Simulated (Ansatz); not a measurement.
CHSi2 (charge −1, triplet)

Input

```
crystal:
  periodic: [false, false, false]
  atoms:
    - {symbol: C, position_ang: [0.226107, 0.157445, 0.207671]}
    - {symbol: Si, position_ang: [1.848906, -0.217416, -0.453392]}
    - {symbol: Si, position_ang: [0.225940, 1.930651, -0.050566]}
    - {symbol: H, position_ang: [-0.532983, -0.496770, 0.637747]}
basis:
  gaussian:
    orbitals: def2-TZVPD
magnetization:
  spin_polarized: true
  initial_magnetization: 2
output: {forces: true, orbitals: {seedname: orbitals}}
total_charge: -1
hamiltonian:
  xc: pbe0
```

Run with:

```sh
ansatz run input.yaml --threads 2 --pin off --max-ram 4350MiB --events-out events.jsonl --progress --plain --runs-dir runs
```

Geometry: PBE0-D4/def2-TZVPD; ⟨S²⟩ = 2.06, above the pure value of 2.00; the highest occupied orbital lies above zero, a sign that basis and functional describe the outermost electron poorly.

Theory: isolated molecule in a Gaussian basis; Kohn-Sham density functional theory, functional PBE0 in Ansatz 0.2.0.

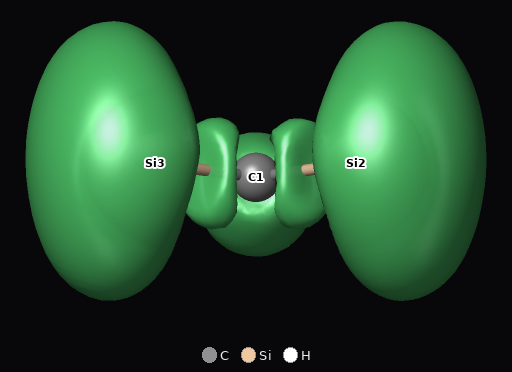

Figure 1. Isosurface of the ELF at 0.8 (green), seen from one side. Core shells and regions of very low density are left out.

**What do the ELF domains correspond to?**

The ELF exceeds this value in two regions between bonded C–Si atoms (shared pairs), one region around a hydrogen nucleus and two lobes on Si, pointing away from the bonds (non-bonding electrons). Along the contacts the grid gives the following. C–Si (1.79 Å): the ELF peaks at about 0.90 between the atoms (a covalent bond). C–H (1.09 Å): the ELF climbs to about 1 towards the hydrogen, as it does in any bond to H; an ordinary covalent bond to hydrogen.

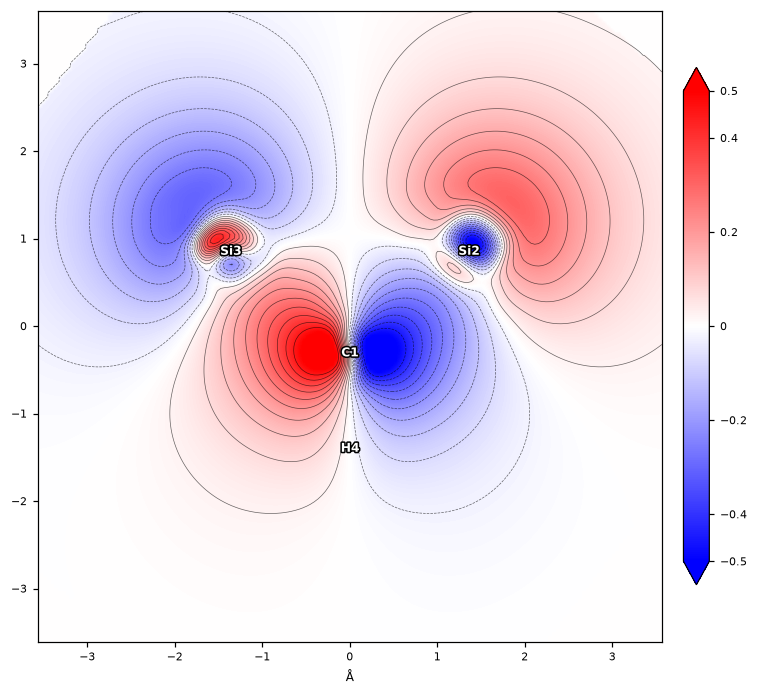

Figure 2. The HOMO (β) on the molecular plane (values in Å⁻³ᐟ²; the overall sign is arbitrary).

**Describe this orbital and give its energy.**

Its weight (Hirshfeld) is mainly on Si2 (about 35 %), Si3 (about 35 %) and C1 (about 25 %); it is symmetric in the molecular plane (an in-plane orbital: σ, lone-pair or in-plane π type). Its energy is −1.51 eV.

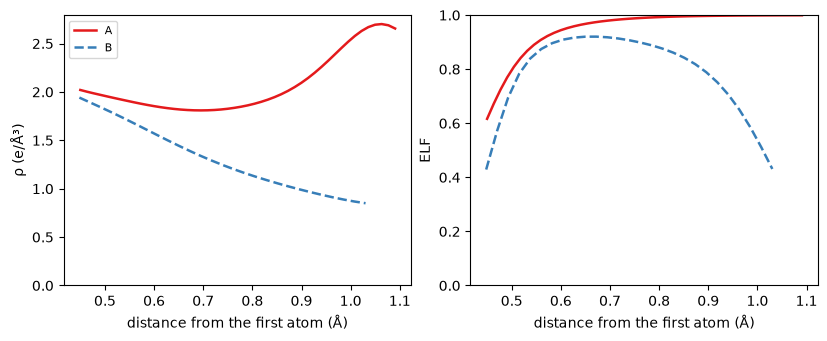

Figure 3. Electron density and ELF along straight lines between neighbouring atoms. The curves leave out the atomic cores.

**Which curve belongs to which contact (C–H and C–Si)? The first atom named is at distance zero.**

Curve A: C–H (1.09 Å): the density is about 1.9 e/Å³ at the midpoint; the ELF climbs to about 1 towards the hydrogen (a covalent bond by its length). Curve B: C–Si (1.79 Å): ρ at the midpoint is about 0.99 e/Å³; the ELF peaks at about 0.90 between the atoms: localised, covalent bonding.
